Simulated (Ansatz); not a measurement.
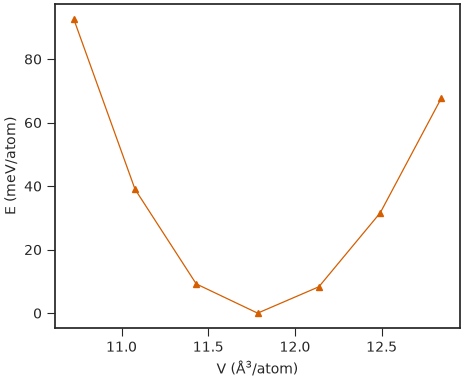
Figure: ZrN (NiAs type, space group No. 194) under volume change, the program Ansatz at the PBEsol level (PAW), shape and atoms relaxed at each volume.

Question: What does a third-order Birch–Murnaghan fit give for V₀, B₀ and B′?

Answer: V₀ = 11.78 Å³/atom, B₀ = 264 GPa, B′ = 4.2.

Space group P6_3/mmc (NiAs type). The first step of the workflow began from a Materials Project structure, measured or hypothetical; the Crystallography Open Database copy checked does not list it. It is not the phase usual at ambient conditions (space group No. 225). Symmetry was held in the PBEsol relaxation; of distortions, only those at the zone centre were tested. No spin polarisation was allowed.

Potentials: the later of the program's two PAW sets.
